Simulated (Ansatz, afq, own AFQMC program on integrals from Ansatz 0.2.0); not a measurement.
**SiGeH3 (doublet): quantum Monte Carlo beside coupled cluster at scale of all distances = 2.410, cc-pVDZ**

Aim: compute SiGeH3 (doublet) with auxiliary-field quantum Monte Carlo on the same integrals as coupled cluster, and set the energies side by side.

Method: cc-pVDZ, frozen cores; program: Ansatz 0.2.0, Gaussian basis, and an in-house AFQMC program (afq) on its integrals; all values are calculated.

The runs, in order: PBE (unrestricted); r2SCAN (unrestricted); PBE0 (unrestricted); B3LYP (unrestricted); B2PLYP (unrestricted); CCSD(T) on UHF; Phaseless AFQMC, CISD trial on UHF.

1 further run of the same task is left out (it didn't finish).

### 1 The system

The geometry derives from a PBE0/def2-TZVP stationary point (not a proven minimum). All distances are scaled together. No spin-orbit coupling is included. The filled d shell of Ge may be among the frozen orbitals whatever the setting's name suggests; the logs give the count.

5 atoms, charge 0, spin multiplicity 2.

Atoms are counted from 1 here; the program's logs count them from 0.

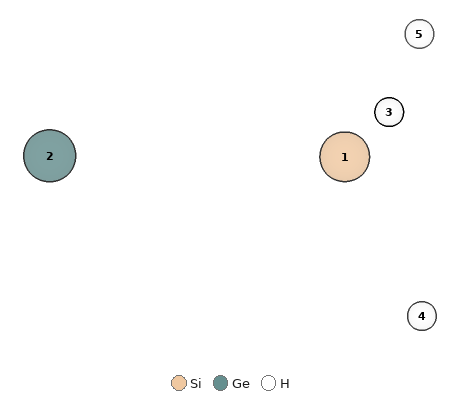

The geometry (silicon light orange, germanium teal, hydrogen white); atoms are numbered from 1 in the order of the file.

### 2 PBE (unrestricted)

Input file in.yaml:

```yaml
crystal:
  periodic: [false, false, false]
  atoms:
    - {symbol: Si, position_ang: [-0.014318, 0.000000, 4.079836]}
    - {symbol: Ge, position_ang: [-0.003533, 0.000000, -1.801135]}
    - {symbol: H, position_ang: [3.522750, -0.000075, 4.811271]}
    - {symbol: H, position_ang: [-1.434517, 2.902313, 5.655477]}
    - {symbol: H, position_ang: [-1.434639, -2.902252, 5.655477]}
basis:
  gaussian: {orbitals: cc-pVDZ}
magnetization: {spin_polarized: true, initial_magnetization: 1}
hamiltonian: {xc: {name: PBE}}
output: {orbitals: {seedname: orbitals}}
```

The run is started by

```bash
$ ansatz run in.yaml --threads 1 --pin off --events-out ev --progress --plain --max-ram 1843MiB
```

The log of the run:

```text
Functional definition: PBE
  name "PBE"
  cite "Perdew, Burke & Ernzerhof, Phys. Rev. Lett. 77, 3865 (1996) doi:10.1103/PhysRevLett.77.3865"
  parent pbe
  parameter kappa = 0.804
  parameter beta = 0.06672455060314922
  exchange = pbe_x(kappa = kappa, mu = beta*pi^2/3)
  correlation = pbe_c(beta = beta)
649 factors; integrals over basis functions are off by at most 2.4e-4 eV
mean field evaluation 1: about -64393.2606 eV, gradient 2.5e1 eV
mean field evaluation 2: about -64295.3058 eV, gradient 6.3e1 eV
mean field evaluation 4: about -64342.0608 eV, gradient 5.6e1 eV
mean field evaluation 8: about -64415.2917 eV, gradient 2.1e0 eV
mean field evaluation 16: about -64417.4205 eV, gradient 2.7e-1 eV
mean field evaluation 32: about -64417.4406 eV, gradient 2.2e-1 eV
mean field evaluation 64: about -64417.2546 eV, gradient 3.4e0 eV
mean field evaluation 96: about -64417.3878 eV, gradient 3.9e-2 eV
mean field evaluation 128: about -64417.3883 eV, gradient 2.2e-2 eV
mean field evaluation 160: about -64417.3888 eV, gradient 1.2e-3 eV
mean field evaluation 192: about -64417.0074 eV, gradient 1.1e-3 eV
mean field evaluation 224: about -64417.3039 eV, gradient 6.2e-3 eV
mean field evaluation 256: about -64417.0534 eV, gradient 6.0e-2 eV
mean field evaluation 288: about -64416.1206 eV, gradient 4.3e0 eV
mean field evaluation 320: about -64413.8731 eV, gradient 8.0e0 eV
mean field evaluation 352: about -64417.3473 eV, gradient 1.7e0 eV
mean field evaluation 384: about -64416.6160 eV, gradient 1.6e0 eV
mean field evaluation 416: about -64417.0808 eV, gradient 2.6e-1 eV
mean field -64417.44150150 eV, -2367.2973114700 hartree, gradient 2.5e-6 eV, S^2 3.541330; 17 other end points of the search recorded, 0 dependent functions left out
reference -64417.44156812 eV, -2367.2973139183 hartree; 25, 24 occupied and 35, 36 virtual orbitals, 649 factors
Total energy: -64417.44156812 eV, -2367.2973139183 hartree
```

Wall time 88 s (1 thread of Arm Neoverse V1, shared host).

From the report: ⟨S²⟩ of the determinant 3.541 (pure doublet: 0.75). The determinant is far from a pure spin state, so its energy mixes those of several spin states (harmless only where they are near-degenerate, as at dissociation).

### 3 r2SCAN (unrestricted)

Edit in.yaml of step 2 so:

```diff
@@ -11,3 +11,2 @@
 magnetization: {spin_polarized: true, initial_magnetization: 1}
-hamiltonian: {xc: {name: PBE}}
-output: {orbitals: {seedname: orbitals}}
+hamiltonian: {xc: {name: r2SCAN}}
```

Launched as before.

The log of the run, cut to the lines that bear on the results:

```text
Functional definition: r2SCAN
  name "r2SCAN"
  cite "Furness, Kaplan, Ning, Perdew & Sun, J. Phys. Chem. Lett. 11, 8208 (2020) doi:10.1021/acs.jpclett.0c02405"
  cite "Furness, Kaplan, Ning, Perdew & Sun, J. Phys. Chem. Lett. 11, 9248 (2020) doi:10.1021/acs.jpclett.0c03077"
  parent r2scan
[...]
649 factors; integrals over basis functions are off by at most 2.4e-4 eV
[...]
mean field -64429.05317468 eV, -2367.7240325888 hartree, gradient 1.9e-6 eV, S^2 3.502530; 26 other end points of the search recorded, 0 dependent functions left out
reference -64429.05319542 eV, -2367.7240333507 hartree; 25, 24 occupied and 35, 36 virtual orbitals, 649 factors
Total energy: -64429.05319542 eV, -2367.7240333507 hartree
```

Wall time 3.9 min (1 thread of Arm Neoverse V1, shared host).

From the report: ⟨S²⟩ of the determinant 3.503 (pure doublet: 0.75). The determinant is far from a pure spin state, so its energy mixes those of several spin states (harmless only where they are near-degenerate, as at dissociation).

### 4 PBE0 (unrestricted)

Edit in.yaml of step 3 so:

```diff
@@ -11,2 +11,3 @@
 magnetization: {spin_polarized: true, initial_magnetization: 1}
-hamiltonian: {xc: {name: r2SCAN}}
+hamiltonian: {xc: {name: PBE0}}
+output: {orbitals: {seedname: orbitals}}
```

Same command.

The log of the run, cut to the lines that bear on the results:

```text
Functional definition: PBE0
  name "PBE0"
  cite "Adamo & Barone, J. Chem. Phys. 110, 6158 (1999) doi:10.1063/1.478522"
  cite "Perdew, Burke & Ernzerhof, Phys. Rev. Lett. 77, 3865 (1996) doi:10.1103/PhysRevLett.77.3865"
  parent pbe
[...]
649 factors; integrals over basis functions are off by at most 2.4e-4 eV
[...]
mean field -64419.74761938 eV, -2367.3820597389 hartree, gradient 7.1e-8 eV, S^2 3.637902; 17 other end points of the search recorded, 0 dependent functions left out
reference -64419.74766921 eV, -2367.3820615700 hartree; 25, 24 occupied and 35, 36 virtual orbitals, 649 factors
Total energy: -64419.74766921 eV, -2367.3820615700 hartree
```

Run time: 2.1 min. Hardware: 1 thread of Arm Neoverse V1, shared host.

From the report: ⟨S²⟩ of the determinant 3.638 (pure doublet: 0.75). The determinant is far from a pure spin state, so its energy mixes those of several spin states (harmless only where they are near-degenerate, as at dissociation).

### 5 B3LYP (unrestricted)

Edit in.yaml of step 4 so:

```diff
@@ -11,3 +11,2 @@
 magnetization: {spin_polarized: true, initial_magnetization: 1}
-hamiltonian: {xc: {name: PBE0}}
-output: {orbitals: {seedname: orbitals}}
+hamiltonian: {xc: {name: B3LYP}}
```

Launched as before.

The log of the run, cut to the lines that bear on the results:

```text
Functional definition: B3LYP
  name "B3LYP"
  cite "Stephens, Devlin, Chabalowski & Frisch, J. Phys. Chem. 98, 11623 (1994) doi:10.1021/j100096a001"
  cite "Becke, Phys. Rev. A 38, 3098 (1988) doi:10.1103/PhysRevA.38.3098"
  cite "Lee, Yang & Parr, Phys. Rev. B 37, 785 (1988) doi:10.1103/PhysRevB.37.785"
  cite "Vosko, Wilk & Nusair, Can. J. Phys. 58, 1200 (1980) doi:10.1139/p80-159"
[...]
649 factors; integrals over basis functions are off by at most 2.4e-4 eV
[...]
mean field -64432.23728719 eV, -2367.8410465653 hartree, gradient 2.4e-6 eV, S^2 3.507159; 26 other end points of the search recorded, 0 dependent functions left out
reference -64432.23769236 eV, -2367.8410614549 hartree; 25, 24 occupied and 35, 36 virtual orbitals, 649 factors
Total energy: -64432.23769236 eV, -2367.8410614549 hartree
```

Run time: 1.8 min. Hardware: 1 thread of Arm Neoverse V1, shared host.

From the report: ⟨S²⟩ of the determinant 3.507 (pure doublet: 0.75). The determinant is far from a pure spin state, so its energy mixes those of several spin states (harmless only where they are near-degenerate, as at dissociation).

### 6 B2PLYP (unrestricted)

Edit in.yaml of step 5 so:

```diff
@@ -11,2 +11,3 @@
 magnetization: {spin_polarized: true, initial_magnetization: 1}
-hamiltonian: {xc: {name: B3LYP}}
+hamiltonian: {xc: {name: B2PLYP}}
+correlation: {electrons: outside_noble_gas}
```

Same command.

The log of the run, cut to the lines that bear on the results:

```text
Functional definition: B2PLYP
  name "B2PLYP"
  cite "Grimme, J. Chem. Phys. 124, 034108 (2006) doi:10.1063/1.2148954"
  cite "Becke, Phys. Rev. A 38, 3098 (1988) doi:10.1103/PhysRevA.38.3098"
  cite "Lee, Yang & Parr, Phys. Rev. B 37, 785 (1988) doi:10.1103/PhysRevB.37.785"
[...]
649 factors; integrals over basis functions are off by at most 2.4e-4 eV
[...]
mean field -64414.67719073 eV, -2367.1957249229 hartree, gradient 1.0e-10 eV, S^2 3.646379; 18 other end points of the search recorded, 0 dependent functions left out
19 core orbitals not correlated: weight in the atoms' cores, before any rotation towards them, 1.000 or more for the frozen orbitals, at most 0.000 for the correlated occupied ones
reference -64414.67744531 eV, -2367.1957342787 hartree; 6, 5 occupied and 35, 36 virtual orbitals, 649 factors
second order -3.04563768 eV of doubles, -0.00000000 eV of singles
Total energy: -64415.49976749 eV, -2367.2259540612 hartree
```

It took 2.3 min on 1 thread of Arm Neoverse V1, shared host.

From the report: ⟨S²⟩ of the determinant 3.646 (pure doublet: 0.75). The determinant is far from a pure spin state, so its energy mixes those of several spin states (harmless only where they are near-degenerate, as at dissociation).

### 7 CCSD(T) on UHF

Edit in.yaml of step 6 so:

```diff
@@ -11,3 +11,2 @@
 magnetization: {spin_polarized: true, initial_magnetization: 1}
-hamiltonian: {xc: {name: B2PLYP}}
-correlation: {electrons: outside_noble_gas}
+correlation: {method: ccsd_t, electrons: outside_noble_gas, hamiltonian_folder: ham}
```

The command is unchanged.

The log of the run, cut to the lines that bear on the results:

```text
Functional definition: HF
  name "HF"
  cite "Fock, Z. Phys. 61, 126 (1930) doi:10.1007/BF01340294"
  parent pbe
[...]
649 factors; integrals over basis functions are off by at most 2.4e-4 eV
[...]
mean field -64372.38176598 eV, -2365.6413967321 hartree, gradient 1.4e-11 eV, S^2 3.715648; 39 other end points of the search recorded, 0 dependent functions left out
determinant -64372.38176598 eV, -2365.6413967321 hartree, with singles and doubles -64375.69524678 eV, -2365.7631649056 hartree
determinant -64372.38165809 eV, -2365.6413927676 hartree, with singles and doubles -64375.69511076 eV, -2365.7631599070 hartree
determinant -64372.37464051 eV, -2365.6411348759 hartree, with singles and doubles -64375.67924301 eV, -2365.7625767779 hartree
determinant -64372.37372048 eV, -2365.6411010656 hartree, with singles and doubles -64375.67819756 eV, -2365.7625383586 hartree
[...]
determinant -64371.98916202 eV, -2365.6269688027 hartree, with singles and doubles -64375.34454546 eV, -2365.7502768700 hartree
determinant -64371.98850185 eV, -2365.6269445419 hartree, with singles and doubles -64375.34356484 eV, -2365.7502408329 hartree
determinant -64371.95241658 eV, -2365.6256184328 hartree, with singles and doubles -64375.26510447 eV, -2365.7473574672 hartree
determinant -64371.94940788 eV, -2365.6255078651 hartree, with singles and doubles -64375.25623492 eV, -2365.7470315175 hartree
19 core orbitals not correlated: weight in the atoms' cores, before any rotation towards them, 1.000 or more for the frozen orbitals, at most 0.000 for the correlated occupied ones
reference -64372.38176598 eV, -2365.6413967321 hartree; 6, 5 occupied and 35, 36 virtual orbitals, 649 factors
second order -2.34429729 eV of doubles, -0.00000000 eV of singles
cycle   1  -3.31997208 eV  change    1.3e-6 eV  update   7.9e-6
perturbative correction -0.05286654 eV, -0.0019428094 hartree
Total energy: -64375.75460459 eV, -2365.7653462650 hartree
```

Wall time 4 min (1 thread of Arm Neoverse V1, shared host).

From the report: ⟨S²⟩ of the determinant 3.716 (pure doublet: 0.75); correlation -3.3728 eV; T1 0.012; largest double amplitude 0.09. The determinant is far from a pure spin state, so its energy mixes those of several spin states (harmless only where they are near-degenerate, as at dissociation).

This run also writes the integrals to the folder ham.

### 8 Phaseless AFQMC, CISD trial on UHF

It reads the integrals that the CCSD(T) run on this determinant wrote.

The run is started by

```bash
$ afq ham --method phaseless --trial cisd --walkers 60 --populations 1 --least-time 40 --time-step 0.005 --steps-per-block 50 --equilibration-blocks 40 --max-blocks 300 --target-error 0.0008 --factor-cut 1e-05 --start spin_pure --seed 7624 --release-times 0.24,0.51,0.99,1.62,2.4 --release-step 0.03 --release-every 4 --taylor-order 6
```

The log of the run:

```text
orbitals 41  electrons 6 5  factors 213 of 649
reference energy -2365.64139673 Eh
CCSD correlation -0.12200719 Eh in 50 cycles, weight of the determinant in the CISD state 0.8826
energy of the start -2365.751407 Eh
 block  time / (1/Eh)  mean weight  energy / Eh
     1     0.250  1.0004  -2365.754234
     2     0.500  1.0007  -2365.757128
     3     0.750  1.0004  -2365.758735
     4     1.000  1.0009  -2365.761026
     5     1.250  1.0011  -2365.762862
     6     1.500  0.9995  -2365.764489
     7     1.750  0.9995  -2365.764731
     8     2.000  0.9996  -2365.764212
     9     2.250  0.9999  -2365.764964
    10     2.500  1.0001  -2365.763834
    11     2.750  1.0004  -2365.764218
    16     4.000  1.0002  -2365.769717
    21     5.250  1.0007  -2365.767017
    26     6.500  1.0015  -2365.769413
    31     7.750  1.0013  -2365.769650
    36     9.000  0.9992  -2365.768600
    41    10.250  0.9981  -2365.769222
    46    11.500  0.9977  -2365.765237
    51    12.750  0.9995  -2365.766100
    56    14.000  1.0003  -2365.765138
    61    15.250  1.0000  -2365.768421
    66    16.500  1.0010  -2365.768248
    71    17.750  1.0040  -2365.773061
    76    19.000  1.0027  -2365.769549
    81    20.250  1.0015  -2365.771343
    86    21.500  1.0005  -2365.776073
    91    22.750  0.9990  -2365.766910
    96    24.000  1.0006  -2365.768236
   101    25.250  0.9994  -2365.766817
   106    26.500  0.9997  -2365.765910
   111    27.750  0.9854  -2365.767522
   116    29.000  0.9994  -2365.767640
   121    30.250  1.0007  -2365.770530
   126    31.500  1.0001  -2365.764342
   131    32.750  1.0012  -2365.766483
   136    34.000  0.9987  -2365.770222
   141    35.250  1.0001  -2365.764457
   146    36.500  0.9967  -2365.766383
   151    37.750  1.0015  -2365.765292
   156    39.000  0.9990  -2365.769930
   161    40.250  0.9991  -2365.770991
   166    41.500  1.0009  -2365.773803
   171    42.750  1.0034  -2365.767005
   176    44.000  0.9987  -2365.765907
   181    45.250  0.9999  -2365.764791
   186    46.500  1.0025  -2365.771106
   191    47.750  1.0024  -2365.765442
   196    49.000  1.0016  -2365.764781
blocks merged  error / Eh  count
     1  0.000237  160
     2  0.000309  80
     4  0.000405  40
     8  0.000492  20
    16  0.000567  10
released: time / (1/Eh)  energy / Eh  error  mean overlap
  0.24  -2365.767897  0.000510  1.0047
  0.51  -2365.768746  0.000400  0.9923
  0.99  -2365.768855  0.000449  0.9821
  1.62  -2365.769270  0.000489  1.0067
  2.40  -2365.768725  0.000634  1.0130
energy -2365.767678 +/- 0.000492 Eh
```

Wall time 4.8 min (1 thread of Arm Neoverse V1, shared host); peak memory 0.28 GiB.

Energy -64375.8181 ± 0.0134 eV. Caveats: constraint bias not in the error.

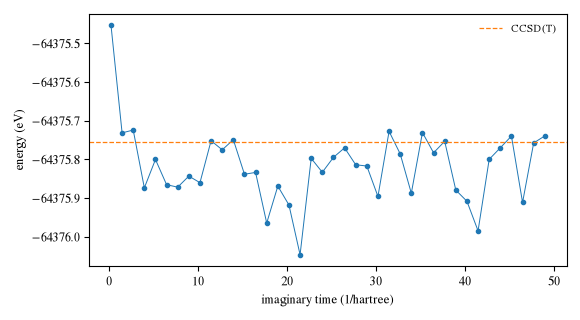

Block energies along the walk.

### 9 All levels side by side

On the UHF determinant, counted from CCSD(T) (a yardstick, not exact):

```
                                              level  energy (eV)  from CCSD(T) (kJ/mol)  statistical error (kJ/mol)     time
                                                 HF  -64372.3818                 +325.4                                     
                                                MP2  -64374.7261                  +99.2                                     
                                               CCSD  -64375.7017                   +5.1                                     
                                            CCSD(T)  -64375.7546                    0.0                                     
Phaseless AFQMC, CISD trial, step 0.005, 60 walkers  -64375.8181                   -6.1                         1.3  4.8 min
```

The functionals' totals stand on their own zeros and serve differences with other points: PBE -64417.442 eV; r2SCAN -64429.053 eV; PBE0 -64419.748 eV; B3LYP -64432.238 eV; B2PLYP -64415.500 eV.

### 10 Results

```
                                       quantity              value
Phaseless AFQMC, CISD trial on UHF from CCSD(T)  -6.1 ± 1.3 kJ/mol
```

What this shows: On UHF the phaseless walk with the CISD trial lies -6.1 kJ/mol from CCSD(T), 5 times its error bar. Error bars are statistical and leave out the constraint, the time step and what remains of the start.
